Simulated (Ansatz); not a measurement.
**CH3InS: vertical ionisation energy**

Aim: the vertical ionisation energy of CH3InS, as cation minus neutral at the neutral's geometry, on several levels, and how well −ε(HOMO) stands in for it.

Method: unrestricted cation, the program's frozen cores in correlated methods; program: Ansatz 0.2.0, Gaussian basis.

Levels to be run: UKS PBE-D4/def2-TZVPP; UKS r2SCAN-D4/def2-TZVPP; UKS PBE0-D4/def2-TZVPP; UKS B3LYP-D4/def2-TZVPP; UKS wB97X-V/def2-TZVPP; UKS wB97M-V/def2-TZVPP; UKS B2PLYP/def2-TZVPP; UHF-CCSD(T)/def2-TZVPP; UHF-MP2/def2-QZVPP; extrapolation to the limit; then −ε(HOMO) from the neutral's earlier runs with LDA (SPW92), PBE-D4, revPBE-D4, BLYP-D4, r2SCAN-D4, B97M-V, PBE0-D4, B3LYP-D4, r2SCANh-D4, r2SCAN0-D4, HSE06-D4, BHLYP-D4, CAM-B3LYP-D4, LC-ωPBE, ωB97X-V, ωB97M-V.

**1. The geometry**

The geometry comes from an earlier relaxation with PBE0-D4 in a triple-zeta def2 set; it is a stationary point. In takes the def2 core potential; no spin-orbit term is included.

SMILES `[CH2]1[S][InH]1`, 6 atoms, charge 0, spin multiplicity 1.

Atoms are counted from 1 here; the program's logs count them from 0.

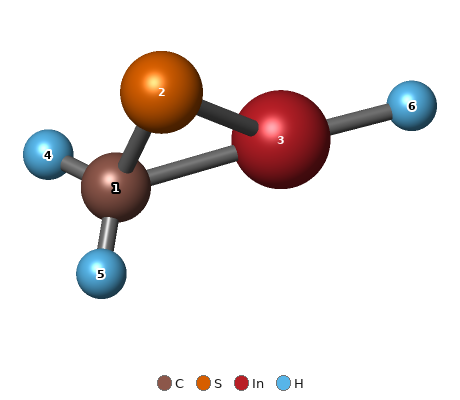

The structure; carbon brown, sulfur orange, indium red, hydrogen blue; atoms are numbered from 1 in the order of the file.

**2. Cation, UKS PBE-D4/def2-TZVPP**

The input, in.yaml:

```yaml
crystal:
  periodic: [false, false, false]
  atoms:
    - {symbol: C, position_ang: [-0.227305, -0.729690, -0.493598]}
    - {symbol: S, position_ang: [-1.321046, 0.764429, -0.644271]}
    - {symbol: In, position_ang: [0.606334, 0.722606, 0.772629]}
    - {symbol: H, position_ang: [0.313506, -0.984970, -1.399891]}
    - {symbol: H, position_ang: [-0.702961, -1.591431, -0.035169]}
    - {symbol: H, position_ang: [1.331482, 1.819057, 1.800299]}
basis:
  gaussian: {orbitals: def2-TZVPP}
total_charge: 1
magnetization: {spin_polarized: true, initial_magnetization: 1}
hamiltonian: {xc: pbe, dispersion: d4}
```

On the command line:

```console
ansatz run in.yaml --threads 2 --pin off --events-out ev --progress --plain --max-ram 4352MiB
```

The runs that follow: Cation, UKS r2SCAN-D4/def2-TZVPP; Cation, UKS PBE0-D4/def2-TZVPP; Cation, UKS B3LYP-D4/def2-TZVPP; Cation, UKS wB97X-V/def2-TZVPP; Cation, UKS wB97M-V/def2-TZVPP; Cation, UKS B2PLYP (frozen core)/def2-TZVPP; Cation, UHF-CCSD(T)/def2-TZVPP; Cation, UHF-MP2/def2-QZVPP.

Q: Predict the results of all the runs planned. Wanted: ionisation energy, CCSD(T)/CBS; nearest functional by difference; nearest −ε(HOMO); −ε(HOMO) of PBE; T1 of the cation.

As calculated:

| quantity | value |
| --- | --- |
| ionisation energy, CCSD(T)/CBS | 8.33 eV |
| nearest functional by difference | B3LYP-D4 (-0.13 eV) |
| nearest −ε(HOMO) | ωB97X-V (-0.10 eV) |
| −ε(HOMO) of PBE | 5.19 eV |
| T1 of the cation | 0.018 |

**Reading.** By cation minus neutral, the functionals miss by 0.20 eV at most. −ε(HOMO) of PBE misses by 3.1 eV, since self-interaction lifts the level. Among orbital estimates ωB97X-V comes nearest. Hartree-Fock falls 1.21 eV short, as the neutral has more correlation energy than the cation. Correlated methods include outer-core shells of In, which these sets cover unevenly. With outer-core shells in play the reference is unsure by up to some tenths of an eV, so close misses can't be ranked.
